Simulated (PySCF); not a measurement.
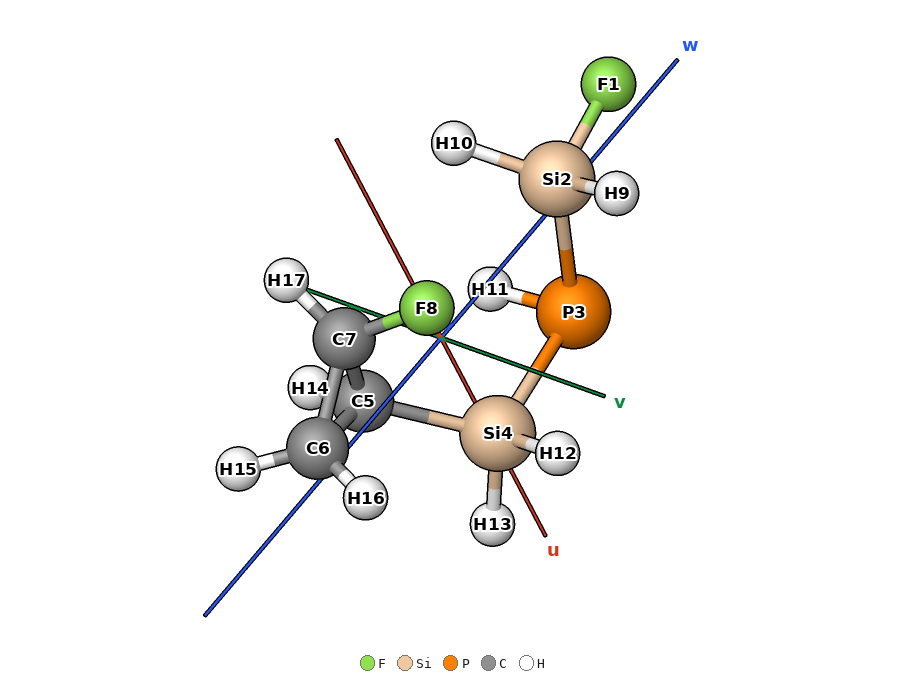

The lines u, v and w are the principal axes of the static dipole polarisability. Computed geometry: GFN2-xTB optimisation. No frequency run is at hand to confirm it as a minimum. Method: B3LYP/def2-SVPD (PySCF 2.14.0).

Along which axis is the molecule most polarisable, and along which least?

Most along w (close to the long direction F1···C6), least along v.

Give the three principal values.

u 116.4, v 93.5, w 129.6 bohr³; mean 113.2, anisotropy 31.7 bohr³.

The geometry is semi-empirical. Around P, Si such bond lengths and angles can be off by a tenth of an ångström or more and by several degrees, and values that hang on the shape move with them.
